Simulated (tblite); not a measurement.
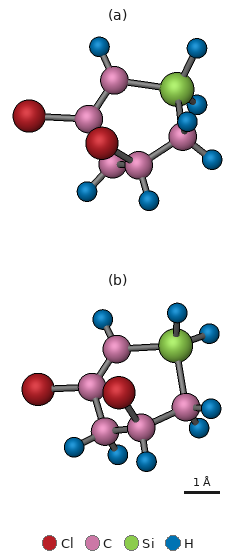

The structure of C₅H₈Cl₂Si before (top) and after (bottom) a relaxation, at one scale.

A ball-and-stick model, seen at a tilt.

Level of theory: tblite, GFN2-xTB geometry optimisation, gas phase. 

Question: What changed between the two?

Answer: The largest move after the best rigid fit is that of an H atom, 1.26 Å. By element the largest moves are H 1.26 Å, Cl 0.88 Å, Si 0.46 Å, C 0.39 Å. Some distances before and after: Cl–Si 3.756 → 3.195 Å, C–Si 2.878 → 3.245 Å, C–C 1.356 → 1.323 Å, H–Si 1.437 → 1.467 Å. Among the angles between lasting bonds that change: Cl–C–C 121.1° → 112.4°, C–C–C 118.6° → 127.2°, C–C–Si 115.0° → 121.9°. Groups turn about C–Si by about 60°, C–Si by about 40°, C–C by about 40°. The energy falls by 36.5 kJ/mol in 80 geometry steps.
